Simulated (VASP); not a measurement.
# What spin-orbit coupling changes in AlPt, part 3 of 3

Aim: run bands, DOS and a relaxation of AlPt twice, without and with spin-orbit coupling. All runs use LDA. Left out of this account: 1 further run (fields: a reference on another mesh). The start is a computed cell from the Materials Project.

VASP 6.6.1, plane waves and PAW; the level of theory is named at each step.

Still holding for the runs below: This run has no spin polarisation. Its electron count is odd, so without a moment it is a metal by construction.

So far. Step 4 (Total and projected DOS (LDA)): Of the states within 0.3 eV of the Fermi level, the largest shares in the PAW spheres are Pt d 49 %, Pt p 11 % and Pt s 7 %. The rest lies in smaller channels or between the spheres. Step 5 (Density of states (LDA + SOC)): The DOS at the Fermi level goes from 0.731 to 0.746 states/eV/cell, a number that is sensitive to the mesh. The run took 3.0 times the core time, with 24 spinor bands against 18.

### 6. Relaxing cell and atoms (LDA)

This step: LDA; plane waves and PAW (Al, Pt) (VASP 6.6.1).

Last, the cell itself: ISIF = 3 frees volume, shape and positions, first without the coupling.

Input file INCAR:

```
SYSTEM = AlPt
PREC = Accurate
ENCUT = 400
EDIFF = 1E-06
NELM = 100
ISMEAR = -1
SIGMA = 0.05
LREAL = .FALSE.
ALGO = Normal
GGA = CA
NBANDS = 12
LASPH = .TRUE.
LORBIT = 11
LWAVE = .FALSE.
LCHARG = .FALSE.
KPAR = 2
IBRION = 2
NSW = 60
ISIF = 3
EDIFFG = -0.01
```

Input file POSCAR:

```
AlPt
1.0
    3.0915460000      0.0000000000      0.0000000000
    0.0000000000      3.0915460000      0.0000000000
    0.0000000000      0.0000000000      3.0915460000
Al Pt
1 1
Direct
    0.0000000000      0.0000000000      0.0000000000
    0.5000000000      0.5000000000      0.5000000000
```

Input file KPOINTS:

```
Automatic mesh
0
Gamma
11 11 11
0 0 0
```

Potentials, in the order of the species: Al and Pt (LDA family, release 64).

The run is started by

```console
> mpirun -np 2 vasp_std
```

The program printed:

```text
[... set-up lines as in an earlier step ...]
 entering main loop
       N       E                     dE             d eps       ncg     rms          rms(c)
DAV:   1     0.301025305417E+02    0.30103E+02   -0.47567E+03  1456   0.708E+02
DAV:   2    -0.132301609835E+02   -0.43333E+02   -0.40113E+02  1544   0.155E+02
DAV:   3    -0.140925614321E+02   -0.86240E+00   -0.85505E+00  1616   0.200E+01
DAV:   4    -0.140966737062E+02   -0.41123E-02   -0.41117E-02  1452   0.171E+00
DAV:   5    -0.140967090853E+02   -0.35379E-04   -0.35378E-04  1600   0.162E-01    0.102E+01
DAV:   6    -0.136374623595E+02    0.45925E+00   -0.21266E+00  1392   0.116E+01    0.394E+00
DAV:   7    -0.135814592997E+02    0.56003E-01   -0.71083E-02  1396   0.210E+00    0.236E+00
DAV:   8    -0.135590694260E+02    0.22390E-01   -0.22280E-02  1516   0.109E+00    0.269E-01
DAV:   9    -0.135589585157E+02    0.11091E-03   -0.43874E-04  1476   0.154E-01    0.102E-01
DAV:  10    -0.135589376751E+02    0.20841E-04   -0.58126E-05  1508   0.729E-02    0.116E-02
DAV:  11    -0.135589376449E+02    0.30187E-07   -0.94678E-07   940   0.787E-03
   1 F= -.13558938E+02 E0= -.13556120E+02  d E =-.135589E+02
 curvature:   0.00 expect dE= 0.000E+00 dE for cont linesearch  0.000E+00
 trial: gam= 0.00000 g(F)=  0.000E+00 g(S)=  0.212E+00 ort = 0.000E+00 (trialstep = 0.100E+01)
 search vector abs. value=  0.212E+00
 bond charge predicted
       N       E                     dE             d eps       ncg     rms          rms(c)
DAV:   1    -0.155417974913E+02   -0.19829E+01   -0.33339E+01  1384   0.559E+01    0.131E+01
DAV:   2    -0.135403198309E+02    0.20015E+01   -0.97748E+00  1360   0.255E+01    0.191E+00
DAV:   3    -0.134919509032E+02    0.48369E-01   -0.15304E-01  1376   0.363E+00    0.731E-01
DAV:   4    -0.134788825769E+02    0.13068E-01   -0.34769E-02  1460   0.109E+00    0.193E-01
DAV:   5    -0.134794480203E+02   -0.56544E-03   -0.14248E-03  1596   0.283E-01    0.113E-01
DAV:   6    -0.134797344578E+02   -0.28644E-03   -0.22671E-04  1476   0.902E-02    0.183E-02
DAV:   7    -0.134797447867E+02   -0.10329E-04   -0.11647E-05  1472   0.233E-02    0.335E-03
DAV:   8    -0.134797454627E+02   -0.67598E-06   -0.47240E-07   864   0.458E-03
   2 F= -.13479745E+02 E0= -.13477222E+02  d E =0.791922E-01
[...]
3 F= -.13601632E+02 E0= -.13599056E+02  d E =-.426945E-01
 curvature:  -0.17 expect dE=-0.208E-04 dE for cont linesearch -0.208E-04
 ZBRENT: interpolating
 opt :   0.3892  next Energy=   -13.601652 (dE=-0.427E-01)
 bond charge predicted
       N       E                     dE             d eps       ncg     rms          rms(c)
DAV:   1    -0.136017759599E+02   -0.14373E-03   -0.19822E-03  1388   0.427E-01    0.749E-02
DAV:   2    -0.136016572421E+02    0.11872E-03   -0.61936E-04  1356   0.205E-01    0.171E-02
DAV:   3    -0.136016545967E+02    0.26454E-05   -0.84704E-06  1372   0.253E-02    0.978E-03
DAV:   4    -0.136016539419E+02    0.65479E-06   -0.19209E-06  1440   0.782E-03
   4 F= -.13601654E+02 E0= -.13599080E+02  d E =-.427163E-01
 curvature:  -0.16 expect dE=-0.478E-06 dE for cont linesearch -0.478E-06
 trial: gam=-0.00372 g(F)=  0.311E-68 g(S)=  0.296E-05 ort = 0.793E-03 (trialstep = 0.878E+00)
 search vector abs. value=  0.141E-09
 reached required accuracy - stopping structural energy minimisation
```

It took 7.4 s on 2 MPI ranks of AMD EPYC 9R45, shared host; peak memory 0.22 GiB.

From OUTCAR (step 6):

```text
   k-points           NKPTS =     56   k-points in BZ     NKDIM =     56   number of bands    NBANDS=     12

   NELECT =      13.0000    total number of electrons

 E-fermi :  11.3871

 k-point     1 :       0.0000    0.0000    0.0000
  band No.  band energies     occupation
    ...
      2       5.3814      2.00000
      3       5.3814      2.00000
      4       8.5777      2.00000
      5       8.5777      2.00000
      6       8.5777      2.00000
      7      15.2471      0.00000
      8      15.2471      0.00000
      9      15.2471      0.00000
     10      20.6212      0.00000
     11      20.6212      0.00000
    ...

  Total       -0.0063992     -0.0063992     -0.0063992     -0.0000000     -0.0000000     -0.0000000
  in kB       -0.3642699     -0.3642699     -0.3642699     -0.0000000     -0.0000000     -0.0000000
  external PRESSURE =      -0.3642699 kB  Pullay stress =       0.0000000 kB

 POSITION                                       TOTAL-FORCE (eV/Angst)
 -----------------------------------------------------------------------------------
      0.00000      0.00000      0.00000         0.000000     -0.000000      0.000000
      1.52092      1.52092      1.52092        -0.000000      0.000000      0.000000
 -----------------------------------------------------------------------------------
    total drift:                               -0.000000      0.000000      0.000000

  FREE ENERGIE OF THE ION-ELECTRON SYSTEM (eV)
  ---------------------------------------------------
  free  energy   TOTEN  =       -13.6016539419 eV

  energy  without entropy=      -13.5965070241  energy(sigma->0) =      -13.59908048

 reached required accuracy - stopping structural energy minimisation

[... 6 parts as in an earlier step ...]

[... 10 further parts left out ...]
```

The run keeps the 48 symmetry operations of its start, so it cannot find a distortion of lower symmetry.

The steps of the relaxation:

| step | energy less that of the first step (eV) | largest force (eV/Å) | pressure (GPa) | volume (Å³) |
| --- | --- | --- | --- | --- |
| 1 | 0.0000 | 0.0000 | -9.29 | 29.55 |
| 2 | 0.0792 | 0.0000 | 19.94 | 26.04 |
| 3 | -0.0427 | 0.0000 | -0.23 | 28.17 |
| 4 | -0.0427 | 0.0000 | -0.04 | 28.15 |

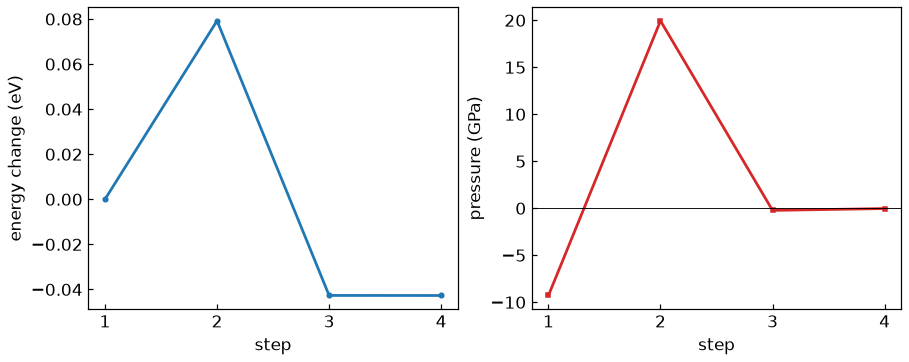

Energy and pressure along the relaxation.

| conventional cell, symmetrised | before | after | change |
| --- | --- | --- | --- |
| a (Å) | 3.092 | 3.042 | -1.6 % |
| b (Å) | 3.092 | 3.042 | -1.6 % |
| c (Å) | 3.092 | 3.042 | -1.6 % |
| volume (Å³/atom) | 14.77 | 14.07 | -4.7 % |

Final coordinates:

```xyz
2
Lattice="3.0418 0.0000 0.0000 0.0000 3.0418 0.0000 0.0000 0.0000 3.0418" Properties=species:S:1:pos:R:3 pbc="T T T"
Al    0.0000    0.0000    0.0000
Pt    1.5209    1.5209    1.5209
```

This step gave:

```yaml
bands: 12
free_energy_toten: -13.60 eV
energy_at_zero_smearing: -13.60 eV
fermi_energy: 11.39 eV
pressure: -0.03643 GPa
scf_cycles_over_all_ionic_steps: 31
```

It ends with forces that vanish by symmetry and a pressure of -0.04 GPa.

### 7. Full relaxation (LDA + SOC)

This step: LDA, spin-orbit coupling; plane waves and PAW (Al, Pt) (VASP 6.6.1).

The same relaxation with spinors and spin-orbit coupling.

INCAR: that of step 6 with these lines changed.

```diff
@@ -10,4 +10,9 @@
 GGA = CA
-NBANDS = 12
+LNONCOLLINEAR = .TRUE.
+MAGMOM = 0 0 0 0 0 0
+NBANDS = 24
+GGA_COMPAT = .FALSE.
 LASPH = .TRUE.
+LSORBIT = .TRUE.
+LMAXMIX = 4
 LORBIT = 11
```

POSCAR is that of step 6.

KPOINTS is that of step 6.

The run is started by

```console
> mpirun -np 2 vasp_ncl
```

The program printed:

```text
[... set-up lines as in an earlier step ...]
 entering main loop
       N       E                     dE             d eps       ncg     rms          rms(c)
[... 12 cycles as in an earlier step ...]
   1 F= -.13878395E+02 E0= -.13875808E+02  d E =-.138784E+02  mag=    -0.0000     0.0000     0.0000
 curvature:   0.00 expect dE= 0.000E+00 dE for cont linesearch  0.000E+00
 trial: gam= 0.00000 g(F)=  0.000E+00 g(S)=  0.220E+00 ort = 0.000E+00 (trialstep = 0.100E+01)
 search vector abs. value=  0.220E+00
 bond charge predicted
       N       E                     dE             d eps       ncg     rms          rms(c)
DAV:   1    -0.158937231116E+02   -0.20153E+01   -0.29701E+01  2784   0.574E+01    0.131E+01
DAV:   2    -0.138547160120E+02    0.20390E+01   -0.61211E+00  2720   0.255E+01    0.462E+00
DAV:   3    -0.138103252226E+02    0.44391E-01   -0.12085E-01  2848   0.358E+00    0.224E+00
DAV:   4    -0.138012613935E+02    0.90638E-02   -0.67216E-03  3104   0.536E-01    0.741E-01
DAV:   5    -0.137961004385E+02    0.51610E-02   -0.14762E-02  2928   0.784E-01    0.157E-01
DAV:   6    -0.137964290690E+02   -0.32863E-03   -0.48395E-04  3048   0.153E-01    0.822E-02
DAV:   7    -0.137965627193E+02   -0.13365E-03   -0.85170E-05  3080   0.594E-02    0.153E-02
DAV:   8    -0.137965693871E+02   -0.66677E-05   -0.36883E-06  3040   0.139E-02    0.361E-03
DAV:   9    -0.137965696541E+02   -0.26705E-06   -0.12945E-07  1752   0.261E-03
   2 F= -.13796570E+02 E0= -.13794010E+02  d E =0.818257E-01  mag=     0.0000    -0.0000     0.0000
[...]
3 F= -.13922624E+02 E0= -.13920169E+02  d E =-.442287E-01  mag=     0.0000    -0.0000     0.0000
 curvature:  -0.17 expect dE=-0.194E-04 dE for cont linesearch -0.194E-04
 ZBRENT: interpolating
 opt :   0.3894  next Energy=   -13.922642 (dE=-0.442E-01)
 bond charge predicted
       N       E                     dE             d eps       ncg     rms          rms(c)
DAV:   1    -0.139227707349E+02   -0.14761E-03   -0.17412E-03  2768   0.436E-01    0.778E-02
DAV:   2    -0.139226513086E+02    0.11943E-03   -0.37853E-04  2720   0.208E-01    0.384E-02
DAV:   3    -0.139226487687E+02    0.25399E-05   -0.68534E-06  2824   0.242E-02    0.192E-02
DAV:   4    -0.139226482578E+02    0.51087E-06   -0.32529E-07  1944   0.374E-03
   4 F= -.13922648E+02 E0= -.13920193E+02  d E =-.442529E-01  mag=    -0.0000     0.0000    -0.0000
 curvature:  -0.16 expect dE=-0.740E-06 dE for cont linesearch -0.740E-06
 trial: gam=-0.00454 g(F)=  0.945E-67 g(S)=  0.458E-05 ort = 0.100E-02 (trialstep = 0.878E+00)
 search vector abs. value=  0.195E-09
 reached required accuracy - stopping structural energy minimisation
```

The job ended after 33 s (2 MPI ranks; peak memory 0.31 GiB).

OUTCAR, selected parts (step 7):

```text
   NELECT =      13.0000    total number of electrons

 E-fermi :  11.4043

 k-point     1 :       0.0000    0.0000    0.0000
  band No.  band energies     occupation
    ...
      8       8.3664      1.00000
      9       8.3664      1.00000
     10       8.3664      1.00000
     11       9.1531      1.00000
     12       9.1531      1.00000
     13      14.6109      0.00000
     14      14.6109      0.00000
     15      15.5441      0.00000
     16      15.5441      0.00000
     17      15.5441      0.00000
    ...

  Total       -0.0079548     -0.0079548     -0.0079548     -0.0000000     -0.0000000      0.0000000
  in kB       -0.4532227     -0.4532227     -0.4532227     -0.0000000     -0.0000000      0.0000000
  external PRESSURE =      -0.4532227 kB  Pullay stress =       0.0000000 kB

 POSITION                                       TOTAL-FORCE (eV/Angst)
 -----------------------------------------------------------------------------------
      0.00000      0.00000      0.00000         0.000000      0.000000      0.000000
      1.52048      1.52048      1.52048        -0.000000     -0.000000      0.000000
 -----------------------------------------------------------------------------------
    total drift:                               -0.000000      0.000000     -0.000000

  FREE ENERGIE OF THE ION-ELECTRON SYSTEM (eV)
  ---------------------------------------------------
  free  energy   TOTEN  =       -13.9226482578 eV

  energy  without entropy=      -13.9177382153  energy(sigma->0) =      -13.92019324

 Spin-Orbit-Coupling matrix elements
 Ion:    1  E_soc:     -0.0002635
 Ion:    2  E_soc:     -0.6472991

 magnetization (x)
# of ion       s       p       d       tot
------------------------------------------
    1        0.000  -0.000   0.000   0.000
    2       -0.000   0.000   0.000   0.000
--------------------------------------------------
tot          0.000   0.000   0.000   0.000

 magnetization (y)
# of ion       s       p       d       tot
------------------------------------------
    1        0.000   0.000   0.000   0.000
    2       -0.000   0.000  -0.000  -0.000
--------------------------------------------------
tot          0.000   0.000  -0.000  -0.000

 magnetization (z)
# of ion       s       p       d       tot
------------------------------------------
    1        0.000  -0.000   0.000   0.000
    2       -0.000   0.000  -0.000  -0.000
--------------------------------------------------
tot         -0.000   0.000  -0.000  -0.000

[... 8 parts as in an earlier step ...]

[... 10 further parts left out ...]
```

The steps of the relaxation:

| step | energy less that of the first step (eV) | largest force (eV/Å) | pressure (GPa) | volume (Å³) |
| --- | --- | --- | --- | --- |
| 1 | 0.0000 | 0.0000 | -9.45 | 29.55 |
| 2 | 0.0818 | 0.0000 | 20.33 | 25.98 |
| 3 | -0.0442 | 0.0000 | -0.22 | 28.15 |
| 4 | -0.0443 | 0.0000 | -0.05 | 28.12 |

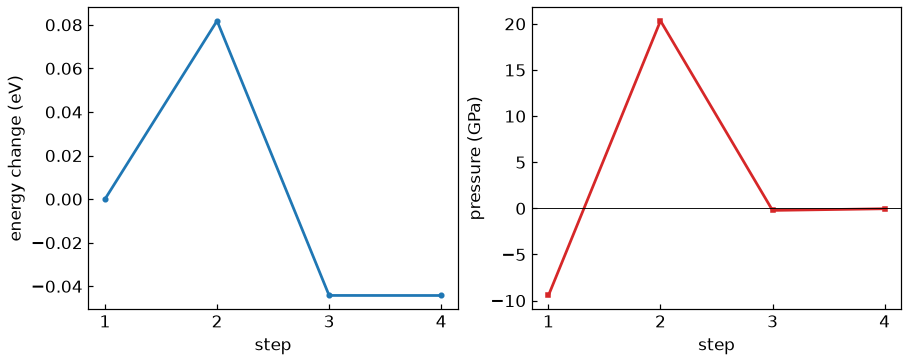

Energy and pressure along the relaxation.

| conventional cell, symmetrised | before | after | change |
| --- | --- | --- | --- |
| a (Å) | 3.092 | 3.041 | -1.6 % |
| b (Å) | 3.092 | 3.041 | -1.6 % |
| c (Å) | 3.092 | 3.041 | -1.6 % |
| volume (Å³/atom) | 14.77 | 14.06 | -4.8 % |

Final coordinates:

```xyz
2
Lattice="3.0410 0.0000 0.0000 0.0000 3.0410 0.0000 0.0000 0.0000 3.0410" Properties=species:S:1:pos:R:3 pbc="T T T"
Al    0.0000    0.0000    0.0000
Pt    1.5205    1.5205    1.5205
```

This step gave:

```
bands                           : 24
free energy (TOTEN)             : -13.92 eV
energy at zero smearing         : -13.92 eV
Fermi energy                    : 11.40 eV
pressure                        : -0.04532 GPa
SCF cycles over all ionic steps : 33
```

On-site spin-orbit energy by atom:

| atom | on-site spin-orbit energy (eV) |
| --- | --- |
| Al1 | 0.000 |
| Pt2 | -0.647 |

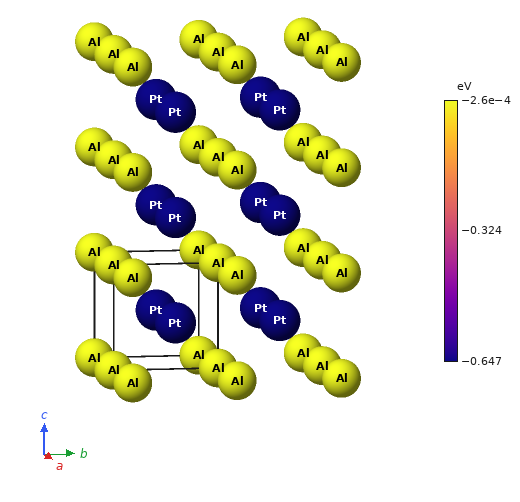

Atoms coloured by on-site spin-orbit energy. 2×2×3 cells are drawn. Some periodic images of atoms are drawn too.

The cell ends at 14.06 Å³/atom, -0.1 % from the run without the coupling. The run took 4.5 times the core time, with 24 spinor bands against 12.

### 8. Side by side

```
                               quantity  without  with spin-orbit coupling
                               gap (eV)     none                      none
                    core minutes, bands     0.24                      0.77
DOS at the Fermi level (states/eV/cell)    0.731                     0.746
                      core minutes, DOS     0.15                      0.43
               relaxed volume (Å³/atom)    14.07                     14.06
               core minutes, relaxation     0.25                       1.1
```

### 9. Results

```
gap (eV), without → with                                : none → none
DOS at the Fermi level (states/eV/cell), without → with : 0.731 → 0.746
relaxed volume (Å³/atom), without → with                : 14.07 → 14.06
```

AlPt has no gap with or without spin-orbit coupling. The relaxed volume moves by -0.1 %. The spinor runs cost 3.0 to 4.5 times as much, on a shared host. With an odd electron count and no spin the cell is a metal by construction.

[Lines on the potential files, build, host, timing and source positions are cut from VASP's logs without a mark.]

[Logs are printed without paths, hosts, clocks, repeated set-up lines and the standing remarks that a program may print on its own settings, such as how far it seeks lower states.]

[Hosts, paths, dates, database ids (printed as entryN), source tags and the programs' standing remarks are cut or masked in the printed files.]

[A measured line is paired with the nearest computed mode of its activity, which favours agreement.]
